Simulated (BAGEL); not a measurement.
# CH3BrSi (SMILES C[Si]Br) at PBE0/cc-pVDZ (density fitting with qzvpp-jkfit)

Aim: the energy change on altering one bond length of CH3BrSi at PBE0/cc-pVDZ (density fitting with qzvpp-jkfit), from 2 runs. 

The calculation is run with BAGEL 1.2.2.

3 further runs of the same task are left out: 2 that didn't finish, 1 set aside as unsound or not needed. Runs told in other sessions of the task aren't counted.

## Step 1: The molecule

CH3BrSi has 6 atoms, charge 0, and is taken as a singlet. As SMILES, `C[Si]Br`. The shape is that of a PBE0-D4/def2-TZVP optimisation.

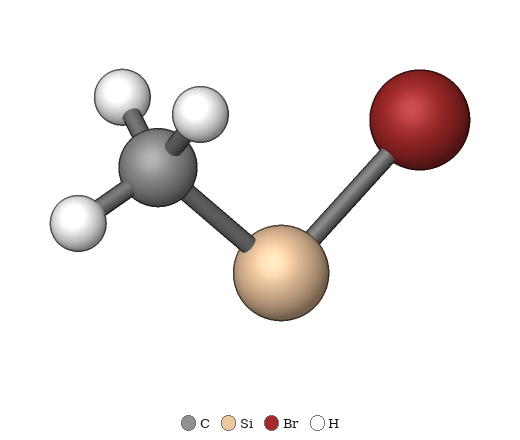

The structure, seen from a chosen angle (carbon grey, silicon light orange, bromine red, hydrogen white).

## Step 2: A single-point energy at PBE0/cc-pVDZ (density fitting with qzvpp-jkfit)

The input, input.json:

```json
{ "bagel" : [

{
  "title" : "molecule",
  "basis" : "cc-pvdz.json",
  "df_basis" : "qzvpp-jkfit",
  "angstrom" : "true",
  "geometry" : [
    { "atom" : "C", "xyz" : [      -0.433600,       0.379100,      -0.206800 ] },
    { "atom" : "Si", "xyz" : [       0.012600,      -0.760500,       1.231000 ] },
    { "atom" : "Br", "xyz" : [       1.998300,      -1.515000,       0.446600 ] },
    { "atom" : "H", "xyz" : [       0.332000,       1.154200,      -0.325800 ] },
    { "atom" : "H", "xyz" : [      -1.402000,       0.859000,      -0.043400 ] },
    { "atom" : "H", "xyz" : [      -0.465200,      -0.180900,      -1.147800 ] }
  ]
},

{
  "title" : "ks",
  "xc_func" : "pbe0"
},

{
  "title" : "print",
  "file" : "orbitals.molden",
  "orbitals" : "true"
}

]}
```

The basis set cc-pVDZ is read from a file made from the Basis Set Exchange's data (not shown).

The run is started by

```console
$ BAGEL_NUM_THREADS=1 BAGEL input.json > input.out
```

Output:

```text
* using 1 threads per process

  ===============================================================
  ===============================================================

  *** Geometry ***

  { "atom" : "C", "xyz" : [     -0.819385,      0.716395,     -0.390795 ] },
  { "atom" : "Si", "xyz" : [      0.023811,     -1.437137,      2.326253 ] },
  { "atom" : "Br", "xyz" : [      3.776240,     -2.862935,      0.843952 ] },
  { "atom" : "H", "xyz" : [      0.627389,      2.181122,     -0.615673 ] },
  { "atom" : "H", "xyz" : [     -2.649396,      1.623275,     -0.082014 ] },
  { "atom" : "H", "xyz" : [     -0.879101,     -0.341851,     -2.169028 ] },

  Number of auxiliary basis functions:      523

  Since a DF basis is specified, we compute 2- and 3-index integrals:
    o Being stored without compression. Storage requirement is 0.023 GB

  Number of basis functions:       74
  Number of electrons      :       58

    * METHOD: MOLECULE                             0.23

  *** Kohn-Sham DFT ***

    * Removing 10065 points whose weight is below 1.00e-10
    * Grid points: 79371

  === Nuclear Repulsion ===
   207.7225896496

       - DIIS with orbital gradients will be used.

  === KS iteration (pbe0 / cc-pvdz.json) ===
      0      -2860.08432312          0.06987609           0.27
      1      -2702.27034839          0.24530403           0.26
      2      -2803.94139014          0.10527308           0.26
      3      -2716.09530884          0.24616387           0.25
      4      -2718.22619831          0.22250220           0.25
      5      -2875.17824500          0.12018682           0.24
      6      -2888.26108872          0.09447030           0.24
      7      -2891.46949904          0.10224060           0.25
      8      -2864.67320807          0.06091883           0.25
      9      -2880.53705078          0.11299936           0.25
     10      -2882.16682461          0.10543276           0.25
     11      -2881.98095782          0.10629048           0.26
     12      -2880.82057866          0.11694759           0.26
     13      -2730.92155332          0.25245498           0.26
     14      -2864.20965660          0.06224405           0.25
     15      -2773.90789559          0.23551219           0.25
     16      -2733.00658311          0.24286182           0.25
     17      -2728.65470961          0.23497298           0.25
     18      -2712.12054999          0.22402630           0.25
     19      -2712.31979013          0.22393625           0.25
     20      -2800.48296719          0.18082543           0.24
     21      -2893.76954538          0.08397831           0.25
     22      -2883.51925651          0.10151744           0.26
     23      -2902.23014785          0.03807993           0.26
     24      -2902.57224749          0.03340561           0.26
     25      -2902.30254749          0.04282516           0.25
     26      -2902.68697513          0.02993429           0.27
     27      -2902.99343500          0.01030233           0.26
     28      -2903.06053073          0.00330885           0.25
     29      -2903.06848956          0.00054700           0.25
     30      -2903.06861825          0.00019203           0.26
     31      -2903.06863559          0.00005014           0.26
     32      -2903.06863655          0.00000924           0.26
     33      -2903.06863661          0.00000270           0.26
     34      -2903.06863662          0.00000088           0.26
     35      -2903.06863662          0.00000015           0.26
     36      -2903.06863662          0.00000005           0.26
     37      -2903.06863662          0.00000002           0.26
     38      -2903.06863662          0.00000001           0.26
    * SCF iteration converged.

    * Permanent dipole moment:
           (    0.546120,    -0.496019,     0.262805) a.u.

    * METHOD: KS                                  10.27

    * METHOD: PRINT                                0.01

  ===============================================================
```

It took 11 s on 1 thread of Arm Neoverse V2, shared host; peak memory 0.33 GiB.

## Step 3: The distorted shape at the same level

The input, input.json:

```json
{ "bagel" : [

{
  "title" : "molecule",
  "basis" : "cc-pvdz.json",
  "df_basis" : "qzvpp-jkfit",
  "angstrom" : "true",
  "geometry" : [
    { "atom" : "C", "xyz" : [       0.341097,      -0.004809,      -0.337516 ] },
    { "atom" : "Si", "xyz" : [       0.787297,      -1.144409,       1.100284 ] },
    { "atom" : "Br", "xyz" : [       2.772997,      -1.898909,       0.315884 ] },
    { "atom" : "H", "xyz" : [       1.106697,       0.770291,      -0.456516 ] },
    { "atom" : "H", "xyz" : [      -1.402000,       0.859000,      -0.043400 ] },
    { "atom" : "H", "xyz" : [       0.309497,      -0.564809,      -1.278516 ] }
  ]
},

{
  "title" : "ks",
  "xc_func" : "pbe0"
},

{
  "title" : "print",
  "file" : "orbitals.molden",
  "orbitals" : "true"
}

]}
```

The basis set cc-pVDZ is read from a file made from the Basis Set Exchange's data (not shown).

The run is started by

```console
$ BAGEL_NUM_THREADS=1 BAGEL input.json > input.out
```

Output:

```text
* using 1 threads per process

  ===============================================================
  ===============================================================

  *** Geometry ***

  { "atom" : "C", "xyz" : [      0.644580,     -0.009088,     -0.637813 ] },
  { "atom" : "Si", "xyz" : [      1.487776,     -2.162620,      2.079235 ] },
  { "atom" : "Br", "xyz" : [      5.240205,     -3.588418,      0.596934 ] },
  { "atom" : "H", "xyz" : [      2.091354,      1.455639,     -0.862690 ] },
  { "atom" : "H", "xyz" : [     -2.649396,      1.623275,     -0.082014 ] },
  { "atom" : "H", "xyz" : [      0.584865,     -1.067334,     -2.416045 ] },

  Number of auxiliary basis functions:      523

  Since a DF basis is specified, we compute 2- and 3-index integrals:
    o Being stored without compression. Storage requirement is 0.023 GB

  Number of basis functions:       74
  Number of electrons      :       58

    * METHOD: MOLECULE                             0.23

  *** Kohn-Sham DFT ***

    * Removing 9216 points whose weight is below 1.00e-10
    * Grid points: 80220

  === Nuclear Repulsion ===
   204.8759463564

       - DIIS with orbital gradients will be used.

  === KS iteration (pbe0 / cc-pvdz.json) ===
      0      -2861.08071559          0.06902399           0.27
      1      -2704.79807646          0.26676083           0.26
      2      -2809.31512671          0.18505994           0.25
      3      -2888.97498102          0.09967714           0.25
      4      -2884.65637756          0.13455468           0.25
      5      -2901.61597700          0.04001702           0.26
      6      -2901.66612224          0.03500464           0.25
      7      -2902.37224835          0.02613270           0.26
      8      -2902.93669337          0.00209841           0.26
      9      -2902.94148470          0.00137457           0.26
     10      -2902.94244952          0.00054436           0.26
     11      -2902.94268344          0.00023954           0.26
     12      -2902.94272053          0.00007354           0.25
     13      -2902.94272450          0.00003675           0.25
     14      -2902.94272533          0.00000747           0.26
     15      -2902.94272537          0.00000180           0.26
     16      -2902.94272538          0.00000083           0.26
     17      -2902.94272538          0.00000080           0.26
     18      -2902.94272538          0.00000013           0.26
     19      -2902.94272538          0.00000005           0.26
     20      -2902.94272538          0.00000002           0.26
     21      -2902.94272538          0.00000001           0.26
    * SCF iteration converged.

    * Permanent dipole moment:
           (    0.201414,    -0.279156,     0.248076) a.u.

    * METHOD: KS                                   6.01

    * METHOD: PRINT                                0.01

  ===============================================================
```

It took 6.6 s on 1 thread of Arm Neoverse V2, shared host; peak memory 0.33 GiB.

## Step 4: Outcome

Level: PBE0/cc-pVDZ (density fitting with qzvpp-jkfit).

| quantity | value |
| --- | --- |
| first shape: total energy | -2903.06864 Eh |
| first shape: dipole moment | 1.99 D |
| first shape: HOMO energy | -6.61 eV |
| first shape: LUMO energy | -2.60 eV |
| first shape: HOMO–LUMO gap | 4.00 eV |
| distorted shape: total energy | -2902.94273 Eh |
| distorted shape: dipole moment | 1.08 D |
| distorted shape: HOMO energy | -6.80 eV |
| distorted shape: LUMO energy | -2.73 eV |
| distorted shape: HOMO–LUMO gap | 4.07 eV |
| energy change with the C1–H5 bond stretched from 1.093 to 1.968 Å | 3.426 eV |

In words: With the C1–H5 bond stretched from 1.093 to 1.968 Å the energy rises by 3.43 eV (331 kJ/mol). The first shape isn't relaxed at this level, so the change isn't measured from a minimum. A restricted reference can't describe the breaking bond well at this length.
